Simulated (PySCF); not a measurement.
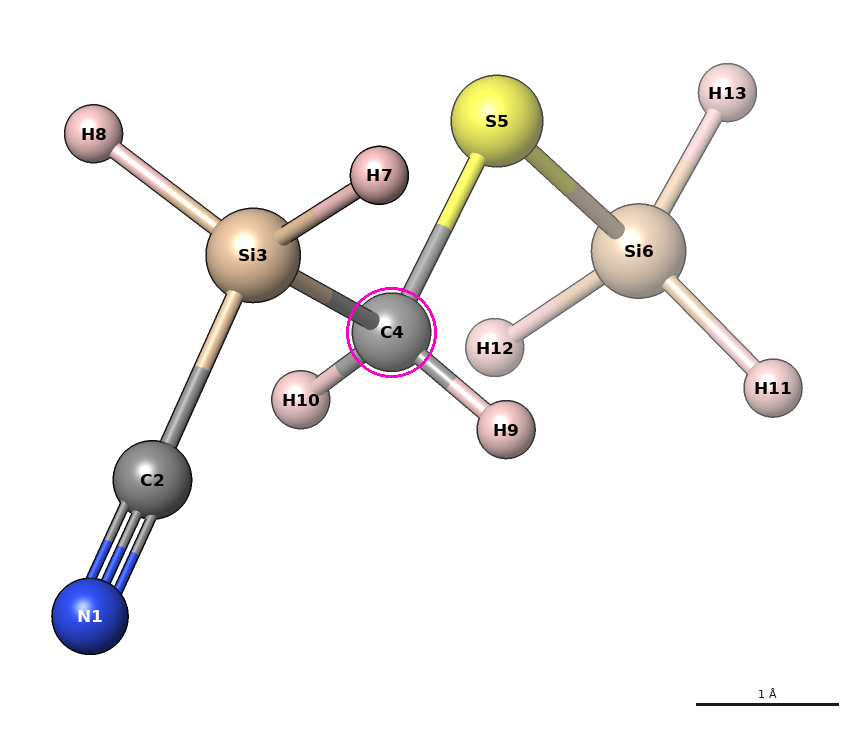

Orthographic view. Distant atoms are faded towards the background colour. The geometry was computed by an optimisation with GFN2-xTB. No frequency run is at hand to confirm it as a minimum.

Name the neighbours of the circled atom.

The circled atom is C4; it is bonded to Si3, S5, H9, H10.

What is the shortest path along bonds from the circled atom to H11?

C4–S5–Si6–H11, 3 bonds; through space the two are 3.31 Å apart.

Which two atoms are farthest apart in space?

N1 and H13, 8.21 Å.

Of Si3 and C4, which is nearer the viewer?

Si3; the bond to C4 points away from the viewer, so it looks shorter than its 1.90 Å.
